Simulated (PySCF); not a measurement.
# [YbH3(H2O)]−: how tightly the ligands are held

What does it cost to pull a ligand from [YbH3(H2O)]−? It is a constructed species; whether it can be made isn't addressed.

Computed with PySCF 2.14.0. Level: PBE0, Yb lcecp-0-SVP with ECP60, H def2-SVP, O def2-SVP; scalar-relativistic core potentials, no spin–orbit coupling.

1 further run of the same task is left out (for a known fault of the program).

**1. The system as given**

7 atoms, charge -1, spin multiplicity 1.

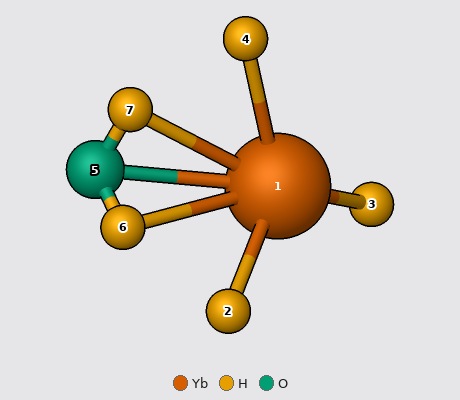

The structure; ytterbium orange, hydrogen amber, oxygen teal; atoms are numbered from 1 in the order of the file.

Geometry (Å):

```tsv
atom	x (Å)	y (Å)	z (Å)
Yb1	-0.2745	-0.3334	0.3334
H2	0.3736	1.8178	0.7407
H3	-0.9312	-1.8496	1.8496
H4	0.3736	-0.7407	-1.8178
O5	-1.2045	1.3356	-1.3356
H6	-0.5950	1.8646	-0.7588
H7	-0.5950	0.7588	-1.8646
```

Formal oxidation states: Yb +2. Each metal's 14 4f electrons lie in its core potential, so multiplicities, spins and levels count the valence alone. An earlier session relaxed this geometry at PBE0, Yb lcecp-0-SVP with ECP60, H def2-SVP, O def2-SVP (singlet, point group Cs).

**2. H taken off**

The ligand (atom 2) keeps its formal charge and a closed shell where it can; ligand and rest are solved at the complex's geometry, in vacuum, with the settings of the relaxation.

```tsv
part	charge	state	energy (Eh)
complex	-1	singlet	-111.027807
ligand	-1	singlet	-0.480007
rest	0	singlet	-110.391017
```

Wall time 0.9 s (2 threads of Arm Neoverse V1, shared host).

**3. Rigid scan of H**

Atom 2 moves along the line from atom 1; the distance is to the donor, the donors' midpoint or the ring centre. Each point starts from the density of the one before.

```tsv
distance (Å)	energy from the relaxed point (eV)
1.98	0.220
2.08	0.088
2.18	0.020
2.28	0.000
2.38	0.016
2.48	0.060
2.68	0.204
2.98	0.497
3.38	0.931
3.88	1.449
```

Wall time 5.3 s (2 threads of Arm Neoverse V1, shared host).

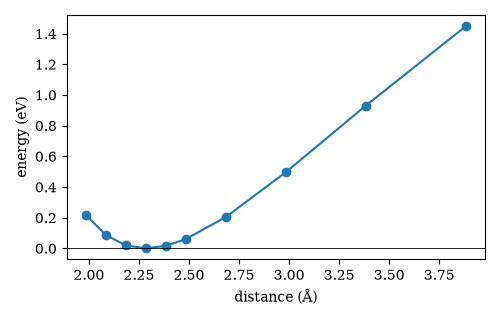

Energy along the rigid scan of H.

**4. H2O taken off**

The ligand (atoms 5, 6, 7) keeps its formal charge and a closed shell where it can; ligand and rest are solved at the complex's geometry, in vacuum, with the settings of the relaxation.

```tsv
part	charge	state	energy (Eh)
complex	-1	singlet	-111.027807
ligand	0	singlet	-76.274715
rest	-1	singlet	-34.710593
```

Run time: 0.3 s. Hardware: 2 threads of Arm Neoverse V1, shared host.

**5. Rigid scan of H2O**

Atoms 5, 6, 7 move together along the line from atom 1; the distance is to the donor, the donors' midpoint or the ring centre. Each point starts from the density of the one before.

```tsv
distance (Å)	energy from the relaxed point (eV)
2.24	0.271
2.34	0.101
2.44	0.021
2.54	0.000
2.64	0.016
2.74	0.056
2.94	0.168
3.24	0.353
3.64	0.565
4.14	0.756
```

Wall time 5.2 s (2 threads of Arm Neoverse V1, shared host).

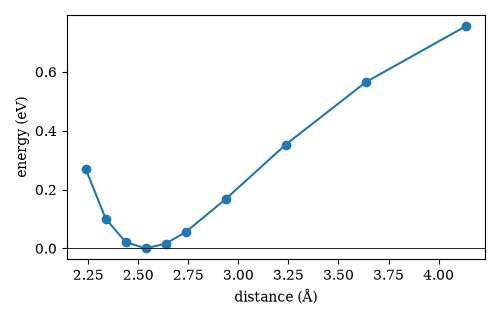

Energy along the rigid scan of H2O.

**6. Outcome**

| quantity | value |
| --- | --- |
| taking off H | 4.27 eV |
| stiffness of the H contact | 3.6 eV/Å² |
| taking off H2O | 1.16 eV |
| stiffness of the H2O contact | 3.8 eV/Å² |

**Reading.** Taking off H as a fragment of charge -1 costs 4.27 eV. Near 2.28 Å the H contact has a stiffness of about 3.6 eV/Å², and the energy stands 1.45 eV higher at 3.88 Å. Taking off H2O as a fragment of charge +0 costs 1.16 eV. Near 2.54 Å the H2O contact has a stiffness of about 3.8 eV/Å², and the energy stands 0.76 eV higher at 4.14 Å. The free anion is solved without diffuse functions, no counterpoise correction is made, and the parts aren't relaxed; each of these makes the binding look larger. The bases are small and lack diffuse functions. Spin–orbit coupling is left out.
